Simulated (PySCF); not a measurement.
**HNO2 (nitrous acid): wB97X-V/STO-3G**

Aim: the vertical ionisation energy of HNO2 (nitrous acid) at wB97X-V/STO-3G, from 2 runs. The job is set up through a Python script.

The results are computed with PySCF 2.14.0.

7 further runs of the same task are left out: 7 set aside as unsound or not needed.

## (1) The structure to begin with

The species is HNO2 (4 atoms), meant as a singlet with charge 0. As SMILES, `O=NO`. The shape is that of a PBE0-D4/def2-TZVP optimisation.

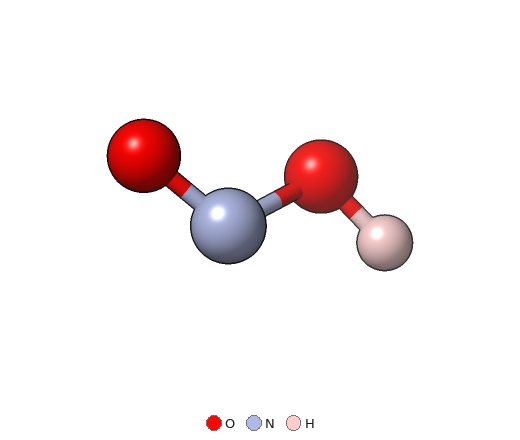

Viewed from a chosen angle; oxygen red, nitrogen light blue, hydrogen pink.

## (2) A single-point energy at wB97X-V/STO-3G

File run.py:

```python
# nitrous acid
from pyscf import gto, dft

mol = gto.M(
    atom='''
O      0.413650     0.047230     1.437260
N      0.320150    -0.419400     0.377370
O     -0.362650     0.434660    -0.492650
H     -0.371140    -0.062490    -1.321980
''',
    verbose=4,
    charge=0,
    max_memory=1860,
    basis='sto-3g',
    spin=0,
)

calc0 = dft.RKS(mol, xc='wb97x-v')
calc0.conv_tol = 1e-10
calc0.nlcgrids.level = 1
calc0.grids.level = 5
calc0.kernel()
if not calc0.converged:
    calc0 = calc0.newton().run(calc0.mo_coeff, calc0.mo_occ)

energy = calc0.e_tot
print('E = %.10f Eh' % energy)
```

Started as:

```console
OMP_NUM_THREADS=1 python run.py
```

The log of the run:

```text
PySCF version 2.14.0

[INPUT] num. atoms = 4
[INPUT] num. electrons = 24
[INPUT] charge = 0
[INPUT] spin (= nelec alpha-beta = 2S) = 0
[INPUT] symmetry False subgroup None
[INPUT] Mole.unit = angstrom
[INPUT] Symbol           X                Y                Z      unit          X                Y                Z       unit  Magmom
[INPUT]  1 O      0.413650000000   0.047230000000   1.437260000000 AA    0.781685211426   0.089251764863   2.716027769792 Bohr   0.0
[INPUT]  2 N      0.320150000000  -0.419400000000   0.377370000000 AA    0.604995818780  -0.792551136643   0.713125947627 Bohr   0.0
[INPUT]  3 O     -0.362650000000   0.434660000000  -0.492650000000 AA   -0.685309179074   0.821388357303  -0.930973575267 Bohr   0.0
[INPUT]  4 H     -0.371140000000  -0.062490000000  -1.321980000000 AA   -0.701352953871  -0.118088985524  -2.498180142153 Bohr   0.0

nuclear repulsion = 70.5538671393817
number of shells = 10
number of NR pGTOs = 48
number of NR cGTOs = 16
basis = sto-3g
ecp = {}

******** <class 'pyscf.dft.rks.RKS'> ********
method = RKS
initial guess = minao
damping factor = 0
level_shift factor = 0
DIIS = <class 'pyscf.scf.diis.CDIIS'>
diis_start_cycle = 1
diis_space = 8
diis_damp = 0
SCF conv_tol = 1e-10
SCF conv_tol_grad = None
SCF max_cycles = 50
direct_scf = True
direct_scf_tol = 1e-13
XC library pyscf.dft.libxc version 7.0.0
    S. Lehtola, C. Steigemann, M. J.T. Oliveira, and M. A.L. Marques.,  SoftwareX 7, 1–5 (2018)
XC functionals = wb97x-v
    N. Mardirossian and M. Head-Gordon.,  Phys. Chem. Chem. Phys. 16, 9904-9924 (2014)
radial grids:
    Treutler-Ahlrichs [JCP 102, 346 (1995); DOI:10.1063/1.469408] (M4) radial grids

becke partition: Becke, JCP 88, 2547 (1988); DOI:10.1063/1.454033
pruning grids: <function nwchem_prune>
grids dens level: 5
symmetrized grids: False
atomic radii adjust function: <function treutler_atomic_radii_adjust>
** Following is NLC and NLC Grids **
NLC functional = wb97x-v
radial grids:
    Treutler-Ahlrichs [JCP 102, 346 (1995); DOI:10.1063/1.469408] (M4) radial grids

becke partition: Becke, JCP 88, 2547 (1988); DOI:10.1063/1.454033
pruning grids: <function nwchem_prune>
grids dens level: 1
symmetrized grids: False
atomic radii adjust function: <function treutler_atomic_radii_adjust>
small_rho_cutoff = 0
Set gradient conv threshold to 1e-05
Initial guess from minao.
tot grids = 151616
tot grids = 17952
init E= -203.319677190353
  HOMO = -0.224390406447348  LUMO = -0.0197226932566529  gap/eV = 5.56929
cycle= 1 E= -202.703545889755  delta_E= 0.616  |g|= 0.677  |ddm|= 2.98
  HOMO = -0.173659389811581  LUMO = 0.141258562556611  gap/eV = 8.56935
cycle= 2 E= -202.716499112629  delta_E= -0.013  |g|= 0.697  |ddm|= 1.39
  HOMO = -0.241360761269931  LUMO = 0.145386234249886  gap/eV = 10.52392
cycle= 3 E= -202.836752989525  delta_E= -0.12  |g|= 0.0891  |ddm|= 0.695
  HOMO = -0.241270463229659  LUMO = 0.15447550466416  gap/eV = 10.76880
cycle= 4 E= -202.839116392795  delta_E= -0.00236  |g|= 0.0273  |ddm|= 0.144
  HOMO = -0.245404604264163  LUMO = 0.152872656734788  gap/eV = 10.83768
cycle= 5 E= -202.839349272155  delta_E= -0.000233  |g|= 0.00231  |ddm|= 0.038
  HOMO = -0.245194176063075  LUMO = 0.152802875287837  gap/eV = 10.83005
cycle= 6 E= -202.839354256574  delta_E= -4.98e-06  |g|= 0.000849  |ddm|= 0.00735
  HOMO = -0.24529492646784  LUMO = 0.152783831788732  gap/eV = 10.83227
cycle= 7 E= -202.839354934888  delta_E= -6.78e-07  |g|= 0.00012  |ddm|= 0.00357
  HOMO = -0.245305244051943  LUMO = 0.152768525661894  gap/eV = 10.83214
cycle= 8 E= -202.839354951425  delta_E= -1.65e-08  |g|= 1.8e-05  |ddm|= 0.00054
  HOMO = -0.245303203109678  LUMO = 0.152772897964066  gap/eV = 10.83220
cycle= 9 E= -202.839354951727  delta_E= -3.02e-10  |g|= 1.59e-06  |ddm|= 7.44e-05
  HOMO = -0.245303820406794  LUMO = 0.152772025614192  gap/eV = 10.83220
cycle= 10 E= -202.839354951728  delta_E= -1.36e-12  |g|= 2.06e-07  |ddm|= 4.22e-06
  HOMO = -0.245303783503291  LUMO = 0.152772079848821  gap/eV = 10.83220
Extra cycle  E= -202.839354951728  delta_E=    0  |g|= 8.27e-08  |ddm|= 5.22e-07
converged SCF energy = -202.839354951728
E = -202.8393549517 Eh
```

Wall time 12 s (1 thread of Arm Neoverse V2, shared host); peak memory 0.18 GiB.

## (3) The doublet cation at the same level

File job.py:

```python
from pyscf import gto, dft

mol = gto.M(
    atom='''
O      0.781685     0.089252     2.716028
N      0.604996    -0.792551     0.713126
O     -0.685309     0.821388    -0.930974
H     -0.701353    -0.118089    -2.498180
''',
    charge=1,
    unit='bohr',
    basis='sto-3g',
    max_memory=1860,
    spin=1,
    verbose=4,
)

mf = dft.UKS(mol)
mf.xc = 'wb97x-v'
mf.nlcgrids.level = 1
mf.conv_tol = 1e-10
mf.grids.level = 5
mf.kernel()
if not mf.converged:
    mf = mf.newton().run(mf.mo_coeff, mf.mo_occ)

e_final = mf.e_tot
print('Final energy', e_final)
```

Started as:

```console
OMP_NUM_THREADS=1 python job.py
```

The log of the run:

```text
PySCF version 2.14.0

[INPUT] num. atoms = 4
[INPUT] num. electrons = 23
[INPUT] charge = 1
[INPUT] spin (= nelec alpha-beta = 2S) = 1
[INPUT] symmetry False subgroup None
[INPUT] Mole.unit = bohr
[INPUT] Symbol           X                Y                Z      unit          X                Y                Z       unit  Magmom
[INPUT]  1 O      0.413649888118   0.047230124429   1.437260121821 AA    0.781685000000   0.089252000000   2.716028000000 Bohr   0.0
[INPUT]  2 N      0.320150095898  -0.419399927692   0.377370027715 AA    0.604996000000  -0.792551000000   0.713126000000 Bohr   0.0
[INPUT]  3 O     -0.362649905238   0.434659810923  -0.492650224759 AA   -0.685309000000   0.821388000000  -0.930974000000 Bohr   0.0
[INPUT]  4 H     -0.371140024410  -0.062490007660  -1.321979924776 AA   -0.701353000000  -0.118089000000  -2.498180000000 Bohr   0.0

nuclear repulsion = 70.5538653932309
number of shells = 10
number of NR pGTOs = 48
number of NR cGTOs = 16
basis = sto-3g
ecp = {}

******** <class 'pyscf.dft.uks.UKS'> ********
method = UKS
initial guess = minao
damping factor = 0
level_shift factor = 0
DIIS = <class 'pyscf.scf.diis.CDIIS'>
diis_start_cycle = 1
diis_space = 8
diis_damp = 0
SCF conv_tol = 1e-10
SCF conv_tol_grad = None
SCF max_cycles = 50
direct_scf = True
direct_scf_tol = 1e-13
number electrons alpha = 12  beta = 11
XC library pyscf.dft.libxc version 7.0.0
    S. Lehtola, C. Steigemann, M. J.T. Oliveira, and M. A.L. Marques.,  SoftwareX 7, 1–5 (2018)
XC functionals = wb97x-v
    N. Mardirossian and M. Head-Gordon.,  Phys. Chem. Chem. Phys. 16, 9904-9924 (2014)
radial grids:
    Treutler-Ahlrichs [JCP 102, 346 (1995); DOI:10.1063/1.469408] (M4) radial grids

becke partition: Becke, JCP 88, 2547 (1988); DOI:10.1063/1.454033
pruning grids: <function nwchem_prune>
grids dens level: 5
symmetrized grids: False
atomic radii adjust function: <function treutler_atomic_radii_adjust>
** Following is NLC and NLC Grids **
NLC functional = wb97x-v
radial grids:
    Treutler-Ahlrichs [JCP 102, 346 (1995); DOI:10.1063/1.469408] (M4) radial grids

becke partition: Becke, JCP 88, 2547 (1988); DOI:10.1063/1.454033
pruning grids: <function nwchem_prune>
grids dens level: 1
symmetrized grids: False
atomic radii adjust function: <function treutler_atomic_radii_adjust>
small_rho_cutoff = 0
Set gradient conv threshold to 1e-05
tot grids = 151616
tot grids = 17952
init E= -203.319677201007
[... the frontier-level lines of each cycle are left out ...]

cycle= 1 E= -202.358304784544  delta_E= 0.961  |g|= 0.532  |ddm|= 2.11
cycle= 2 E= -202.317511384472  delta_E= 0.0408  |g|= 0.645  |ddm|= 1.16
cycle= 3 E= -202.524183591267  delta_E= -0.207  |g|= 0.0734  |ddm|= 0.604
cycle= 4 E= -202.527093401231  delta_E= -0.00291  |g|= 0.037  |ddm|= 0.127
cycle= 5 E= -202.528063459905  delta_E= -0.00097  |g|= 0.0068  |ddm|= 0.0494
cycle= 6 E= -202.528189922719  delta_E= -0.000126  |g|= 0.00257  |ddm|= 0.0266
cycle= 7 E= -202.528222273835  delta_E= -3.24e-05  |g|= 0.00122  |ddm|= 0.0153
cycle= 8 E= -202.528232598057  delta_E= -1.03e-05  |g|= 0.000601  |ddm|= 0.00997
cycle= 9 E= -202.528235732148  delta_E= -3.13e-06  |g|= 0.000252  |ddm|= 0.00662
cycle= 10 E= -202.528236316045  delta_E= -5.84e-07  |g|= 0.000101  |ddm|= 0.00317
cycle= 11 E= -202.528236397857  delta_E= -8.18e-08  |g|= 3.76e-05  |ddm|= 0.00116
cycle= 12 E= -202.528236407568  delta_E= -9.71e-09  |g|= 1.3e-05  |ddm|= 0.000406
cycle= 13 E= -202.528236408189  delta_E= -6.21e-10  |g|= 7.85e-06  |ddm|= 7.75e-05
cycle= 14 E= -202.528236408293  delta_E= -1.04e-10  |g|= 3.75e-06  |ddm|= 2.37e-05
cycle= 15 E= -202.528236408338  delta_E= -4.5e-11  |g|= 1.18e-06  |ddm|= 2.13e-05
Extra cycle  E= -202.52823640834  delta_E= -1.82e-12  |g|= 8.8e-07  |ddm|= 2.68e-06
converged SCF energy = -202.52823640834  <S^2> = 0.75997822  2S+1 = 2.0099534
Final energy -202.52823640833992
```

Wall time 18 s (1 thread of Arm Neoverse V2, shared host); peak memory 0.19 GiB.

## (4) What came out

Level: wB97X-V/STO-3G.

```
                                          quantity          value
                        singlet HNO2: total energy  -202.83935 Eh
                       singlet HNO2: dipole moment         1.67 D
                         singlet HNO2: HOMO energy       -6.68 eV
                         singlet HNO2: LUMO energy        4.16 eV
                       singlet HNO2: HOMO–LUMO gap       10.83 eV
                      doublet cation: total energy  -202.52824 Eh
doublet cation: HOMO energy (highest over α and β)      -19.87 eV
 doublet cation: LUMO energy (lowest over α and β)      -10.21 eV
                              doublet cation: ⟨S²⟩          0.760
vertical ionisation energy (to the doublet cation)       8.466 eV
```

The vertical ionisation energy comes to 8.47 eV (817 kJ/mol). The negative HOMO energy of the first species, 6.68 eV, lies 1.79 eV below that difference. In a minimal basis such a difference can be off by several eV, whatever the method.
